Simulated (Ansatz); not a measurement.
# BSiNH8O3: geometry relaxation (part 2 of 2)

Continued. System: BSiNH8O3. Method: RKS CAM-B3LYP-D4/6-31G* (Ansatz 0.2.0). It belongs to a series of runs on one base structure; here: end point B relaxed.

Geometry of the input (Å):
```
B  -0.1419  0.4495  -0.4221
N  -0.0600  -0.1290  2.2628
H  -0.7034  -0.1970  3.0422
H  0.8711  -0.3125  2.6204
O  1.1540  0.0371  -0.5485
H  1.2271  -0.8508  -0.9203
O  -1.2503  -0.3060  -0.7031
H  -1.0947  -1.2514  -0.5963
O  -0.3106  1.7753  -0.0474
Si -1.6853  2.6727  0.1535
H  -2.8805  2.0398  -0.4513
H  -1.9155  2.8631  1.6106
H  -1.4742  4.0041  -0.4675
H  -0.0564  0.8581  1.9550
```

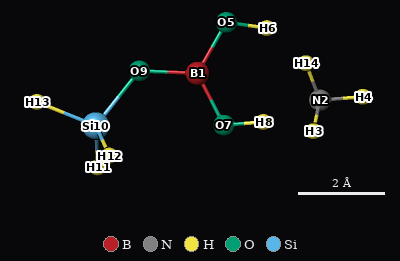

Figure 1. The geometry at step 23 of the log (ball-and-stick view, seen at a tilt; atoms are numbered from 1 in the order of the input).

```
mean field -16316.83254961 eV, -599.6325362517 hartree, gradient 9.6e-6 eV, S^2 0.000000; 1 other end points of the search recorded, 0 dependent functions left out
the calculation of the forces begins
reference -16316.83268643 eV, -599.6325412799 hartree; 29, 29 occupied and 81, 81 virtual orbitals, 1178 factors
Total energy: -16317.03868835 eV, -599.6401117107 hartree
Atom 0 at    -0.253971     1.193398    -0.169939 Å, force    -0.002592    -0.002663     0.002643 eV/Å
Atom 1 at     0.418214    -1.290200     2.271857 Å, force     0.011816    -0.013663     0.003240 eV/Å
Atom 2 at    -0.253334    -1.474084     3.014793 Å, force     0.002991     0.002005    -0.003836 eV/Å
Atom 3 at     0.565219    -2.175671     1.791709 Å, force     0.000461     0.015919     0.010464 eV/Å
Atom 4 at     0.966018     0.656568    -0.496585 Å, force     0.002767    -0.003661     0.002968 eV/Å
Atom 5 at     1.211859    -0.036465     0.128781 Å, force    -0.002746     0.006083    -0.002977 eV/Å
Atom 6 at    -0.993843     0.782923     0.899146 Å, force     0.002375     0.003371    -0.008315 eV/Å
Atom 7 at    -0.550622     0.065640     1.402193 Å, force     0.002269     0.000392     0.004524 eV/Å
Atom 8 at    -0.735111     2.191383    -0.972133 Å, force    -0.002435    -0.000679     0.002199 eV/Å
Atom 9 at    -2.170105     2.996867    -0.798320 Å, force    -0.002814     0.002266     0.000331 eV/Å
Atom 10 at    -3.334057     2.080689    -0.902813 Å, force     0.003921     0.002718     0.000221 eV/Å
Atom 11 at    -2.241350     3.726868     0.492825 Å, force     0.000659    -0.002242    -0.003854 eV/Å
Atom 12 at    -2.244054     3.982855    -1.903212 Å, force     0.000452    -0.004024     0.003903 eV/Å
Atom 13 at     1.294437    -1.047673     2.729799 Å, force    -0.017125    -0.005820    -0.011512 eV/Å
Dipole moment:     0.310714    -0.980673     0.926205 e Å
```

Trajectory as extended XYZ (Å, eV, eV/Å), 7 of the 44 frames kept, from step=1 to step=44
```
14
Properties=species:S:1:pos:R:3:forces:R:3 step=1 energy=-16316.58049
B    -0.1419    0.4495   -0.4221    0.0153   0.6346   0.2695
N    -0.0600   -0.1290    2.2628    0.0140   0.6537  -0.4252
H    -0.7034   -0.1970    3.0422   -0.0951   0.0139   0.1472
H     0.8711   -0.3125    2.6204    0.0953  -0.0350   0.0500
O     1.1540    0.0371   -0.5485   -0.0235  -0.1000  -0.1401
H     1.2271   -0.8508   -0.9203    0.0359   0.0422   0.0941
O    -1.2503   -0.3060   -0.7031    0.0188   0.0327  -0.0051
H    -1.0947   -1.2514   -0.5963   -0.0263  -0.0131  -0.0249
O    -0.3106    1.7753   -0.0474   -0.0339  -0.5734  -0.3374
Si   -1.6853    2.6727    0.1535   -0.0335   0.0607  -0.0043
H    -2.8805    2.0398   -0.4513    0.0094   0.0092   0.0034
H    -1.9155    2.8631    1.6106   -0.0158  -0.0071  -0.0123
H    -1.4742    4.0041   -0.4675    0.0143  -0.0346   0.0294
H    -0.0564    0.8581    1.9550    0.0252  -0.6837   0.3559
14
Properties=species:S:1:pos:R:3:forces:R:3 step=8 energy=-16316.65522
B    -0.1673    0.4914   -0.4574    0.0161   0.0604   0.0330
N     0.0668   -0.0470    2.2020   -0.0266  -0.0041   0.0234
H    -0.7422   -0.0445    2.8184   -0.0056  -0.0004  -0.0136
H     0.8030   -0.5548    2.6837    0.0496  -0.0234   0.0334
O     1.1119    0.0591   -0.6765   -0.0110  -0.0006   0.0099
H     1.1797   -0.8987   -0.7566   -0.0067   0.0098  -0.0059
O    -1.2955   -0.2925   -0.4904   -0.0363  -0.0127  -0.0653
H    -1.1198   -1.2138   -0.2748   -0.0247  -0.0677   0.0296
O    -0.3425    1.8419   -0.3133    0.0374   0.0356  -0.0285
Si   -1.7402    2.6435    0.0586    0.0037  -0.0351   0.0269
H    -2.8682    2.2787   -0.8292   -0.0108   0.0022  -0.0174
H    -2.1274    2.3814    1.4720   -0.0113   0.0034  -0.0147
H    -1.4601    4.0906   -0.0882    0.0063   0.0124   0.0091
H     0.3812    0.9178    2.1398    0.0199   0.0201  -0.0200
14
Properties=species:S:1:pos:R:3:forces:R:3 step=15 energy=-16316.74932
B    -0.2016    0.6489   -0.5199   -0.4857  -0.0550   0.1680
N     0.1967   -0.4511    2.2571   -0.0791   0.0653   0.2661
H    -0.6595   -0.0988    2.6969    0.2453  -0.0967  -0.1214
H     0.7524   -0.8664    3.0099   -0.1499   0.0522  -0.2011
O     1.0764    0.2205   -0.7245    0.0398  -0.2551   0.0768
H     1.1633   -0.7407   -0.6254   -0.0571   0.2720  -0.0192
O    -1.2752   -0.1744   -0.2017    0.5182  -0.0702   0.2003
H    -1.0155   -0.9298    0.3701    0.0259   0.5407  -0.3088
O    -0.4311    2.0010   -0.6055   -0.0113  -0.3465  -0.0658
Si   -1.8506    2.7297   -0.1425    0.0090  -0.0086   0.0270
H    -2.9559    2.4373   -1.0850   -0.0126   0.0101  -0.0009
H    -2.2455    2.3119    1.2292    0.0072   0.0198  -0.0212
H    -1.5868    4.1870   -0.1272   -0.0140   0.0134  -0.0268
H     0.7123    0.3780    1.9566   -0.0356  -0.1414   0.0273
14
Properties=species:S:1:pos:R:3:forces:R:3 step=23 energy=-16316.99308
B    -0.2944    0.9473   -0.3326    0.0487  -0.0293   0.0266
N     0.3475   -1.0187    2.2916   -0.0056  -0.1138   0.2377
H    -0.1893   -0.6978    3.1009    0.0714  -0.1046  -0.1690
H     0.6773   -1.9621    2.5119   -0.0605   0.2649  -0.0623
O     1.0073    0.5389   -0.4959    0.0562  -0.0876  -0.0194
H     1.1235   -0.3770   -0.2116   -0.0258   0.0731   0.0043
O    -1.2249    0.2318    0.3593   -0.0454   0.0182   0.0327
H    -0.8116   -0.4461    0.9395    0.0116  -0.0027  -0.0053
O    -0.6411    2.1511   -0.8775   -0.0782   0.0804   0.0159
Si   -2.0538    2.9653   -0.5716   -0.0374   0.0715   0.0023
H    -3.2277    2.2914   -1.1890    0.0585   0.0354   0.0392
H    -2.2864    3.1184    0.8943    0.0151  -0.0018  -0.1358
H    -1.9100    4.3196   -1.1750   -0.0111  -0.1306   0.0511
H     1.1629   -0.4091    2.2438    0.0026  -0.0731  -0.0178
14
Properties=species:S:1:pos:R:3:forces:R:3 step=30 energy=-16317.02480 accepted=F
B    -0.3088    1.1317   -0.1953    0.0485  -0.0378  -0.0310
N     0.4618   -1.2508    2.2779    0.2033  -0.3240   0.1808
H    -0.1360   -1.3562    3.1031    0.1107   0.0229  -0.2283
H     0.6868   -2.2072    1.9651   -0.0502   0.5493   0.1909
O     0.9302    0.6067   -0.4701   -0.0114  -0.1373   0.1083
H     1.1025   -0.1584    0.0999   -0.0218   0.1674  -0.1117
O    -1.1203    0.6418    0.7876   -0.0003   0.0557  -0.0581
H    -0.6854   -0.0806    1.2880    0.0097   0.0070   0.0252
O    -0.7257    2.1922   -0.9549   -0.0185  -0.0622   0.1243
Si   -2.1438    3.0299   -0.7803   -0.0391   0.0487  -0.0180
H    -3.3251    2.1802   -1.0959    0.0601   0.0558   0.0260
H    -2.2933    3.5885    0.5931    0.0078  -0.0369  -0.1009
H    -2.0934    4.1566   -1.7506   -0.0174  -0.0761   0.0692
H     1.3297   -0.8213    2.6204   -0.2814  -0.2326  -0.1767
14
Properties=species:S:1:pos:R:3:forces:R:3 step=37 energy=-16317.03612
B    -0.2933    1.1401   -0.1935   -0.0099   0.0086   0.0178
N     0.4493   -1.2547    2.2788   -0.0162  -0.0005   0.0063
H    -0.1761   -1.3772    3.0727   -0.0104   0.0026  -0.0004
H     0.6588   -2.1877    1.9323    0.0044  -0.0169  -0.0131
O     0.9370    0.6113   -0.4920   -0.0021   0.0009  -0.0050
H     1.1341   -0.1322    0.0912    0.0077  -0.0032   0.0026
O    -1.0854    0.6713    0.8136    0.0136   0.0001  -0.0122
H    -0.6454   -0.0478    1.3158   -0.0018   0.0070   0.0051
O    -0.7275    2.1922   -0.9515   -0.0009  -0.0067  -0.0004
Si   -2.1493    3.0211   -0.7800    0.0023   0.0001  -0.0026
H    -3.3267    2.1581   -1.0500   -0.0006  -0.0033   0.0037
H    -2.2826    3.6158    0.5737   -0.0002   0.0023  -0.0001
H    -2.1283    4.1171   -1.7778   -0.0020  -0.0003  -0.0025
H     1.3147   -0.8743    2.6548    0.0159   0.0093   0.0008
14
Properties=species:S:1:pos:R:3:forces:R:3 step=44 energy=-16317.03855
B    -0.2540    1.1934   -0.1699   -0.0026  -0.0027   0.0026
N     0.4182   -1.2902    2.2719    0.0118  -0.0137   0.0032
H    -0.2533   -1.4741    3.0148    0.0030   0.0020  -0.0038
H     0.5652   -2.1757    1.7917    0.0005   0.0159   0.0105
O     0.9660    0.6566   -0.4966    0.0028  -0.0037   0.0030
H     1.2119   -0.0365    0.1288   -0.0027   0.0061  -0.0030
O    -0.9938    0.7829    0.8991    0.0024   0.0034  -0.0083
H    -0.5506    0.0656    1.4022    0.0023   0.0004   0.0045
O    -0.7351    2.1914   -0.9721   -0.0024  -0.0007   0.0022
Si   -2.1701    2.9969   -0.7983   -0.0028   0.0023   0.0003
H    -3.3341    2.0807   -0.9028    0.0039   0.0027   0.0002
H    -2.2414    3.7269    0.4928    0.0007  -0.0022  -0.0039
H    -2.2441    3.9829   -1.9032    0.0005  -0.0040   0.0039
H     1.2944   -1.0477    2.7298   -0.0171  -0.0058  -0.0115
```

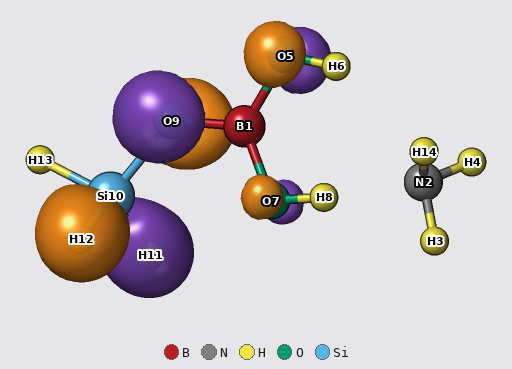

Figure 2. One frontier orbital at ±0.15 Å⁻³ᐟ² (orange and purple are the two phases), seen at a tilt. The HOMO, at −9.49 eV. By Hirshfeld shares it lies mainly on O9 (40 %), Si10 (15 %), H11 (10 %), H12 (10 %) and O5 (10 %).

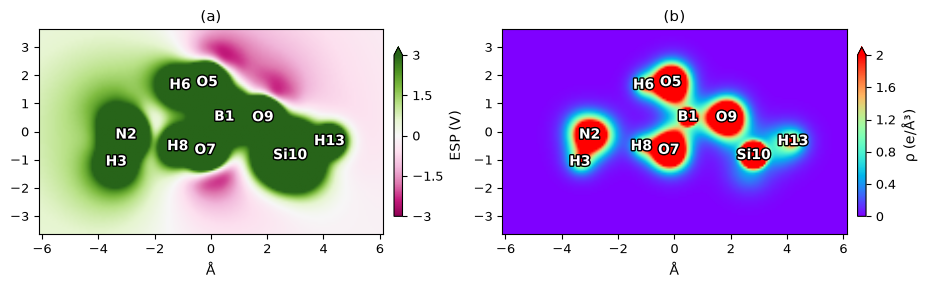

Figure 3. (a) electrostatic potential; (b) electron density on the plane of atoms B1, O7 and H8. N2···H8 (1.88 Å): ρ at the midpoint is about 0.5 e/Å³, with its minimum of 0.25 e/Å³ about 1.2 Å from N (by its geometry a hydrogen bond between the two molecules, with no shared pair). B–O (1.36 Å): ρ at the midpoint is about 2.1 e/Å³.

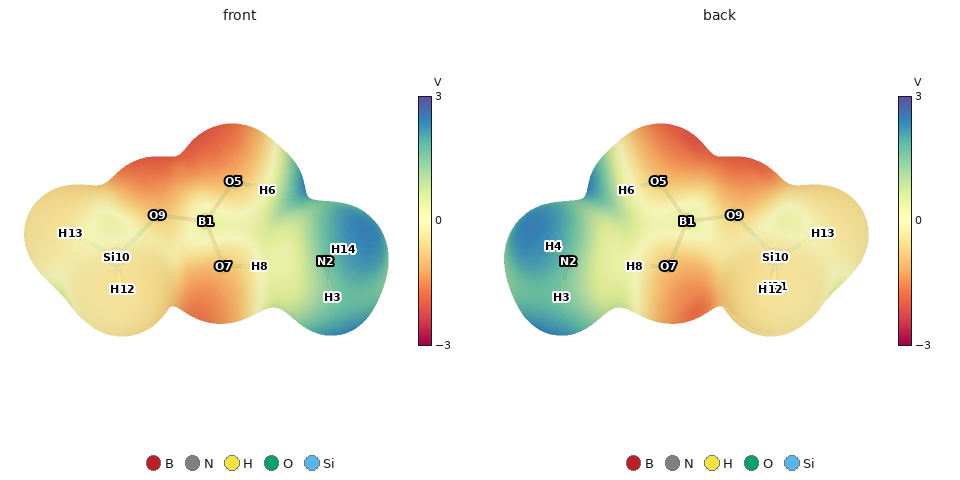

Figure 4. The electrostatic potential painted on the density surface at 0.002 e/bohr³, seen face on and from behind; the colour scale runs from red (negative) to blue (positive).

Key numbers

| quantity | value |
| --- | --- |
| outcome | converged |
| total energy | −16317.0387 eV |
| mean-field energy | −16316.8327 eV |
| largest force (length of the vector) at the end | 0.021 eV/Å |
| hardware | 4 threads of Arm Neoverse V1, 24 GiB of memory available, shared host |
| wall time | 97 s (CPU time 6 min) |
| peak memory | 0.33 GiB |
